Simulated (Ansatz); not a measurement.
```xyz
3

B    -1.2798    0.1413   -0.0357
O    -1.6467   -0.7129    0.8708
H    -1.6286   -0.5406    1.8213
```

Geometry: r2SCAN-D4/def2-TZVP.

Theory: isolated molecule in a Gaussian basis; Kohn-Sham density functional theory, functional PBE0 (Ansatz).

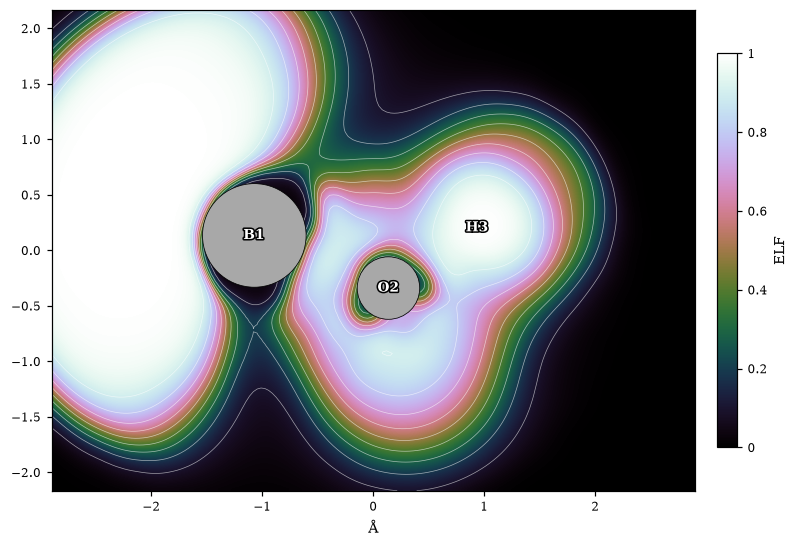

BHO. Electron localisation function on the molecular plane. Grey discs cover the atomic cores.

**Describe what can be read from this map.**

The section cuts through B, O and H sites.
B–O (1.30 Å): the ELF peaks at about 0.90 between the atoms; a polar covalent bond.
O–H (0.97 Å): the ELF climbs to about 1 towards the hydrogen, as it does in any bond to H: a covalent bond by its length.
The ELF also peaks beside O2 and B1, away from the bonds: lone-pair regions.
